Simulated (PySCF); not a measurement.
SMILES C(CO[SiH3])B (C2H9BOSi) at its GFN2-xTB optimised geometry (Å):

```
14

B      1.3564    -1.3483     0.0000
C     -0.2194    -1.3483     0.0000
C     -0.8556     0.0452     0.0000
O     -0.6186     0.7206     1.2026
Si     0.7902     1.1184     1.8793
H      1.9453    -2.2057     0.5342
H      1.9303    -0.5802    -0.6708
H     -0.5471    -1.8530    -0.9144
H     -0.6465    -1.9110     0.8327
H     -1.9453    -0.0251    -0.0999
H     -0.4664     0.6371    -0.8373
H      1.7005    -0.0417     1.8891
H      1.4589     2.2057     1.1565
H      0.3213     1.5150     3.1966
```

Level of theory: PySCF with CAM-B3LYP/def2-TZVP. Cells within 0.4 Å of a nucleus heavier than hydrogen are left out (blank, or x).

Map of the LUMO amplitude (bohr^(-3/2)) on the plane z = 1.2 Å; orbital energy -0.24 eV, overall sign arbitrary:

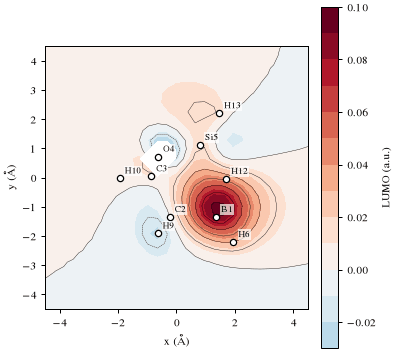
Figure. LUMO amplitude (bohr^(-3/2)) on the plane z = 1.2 Å.
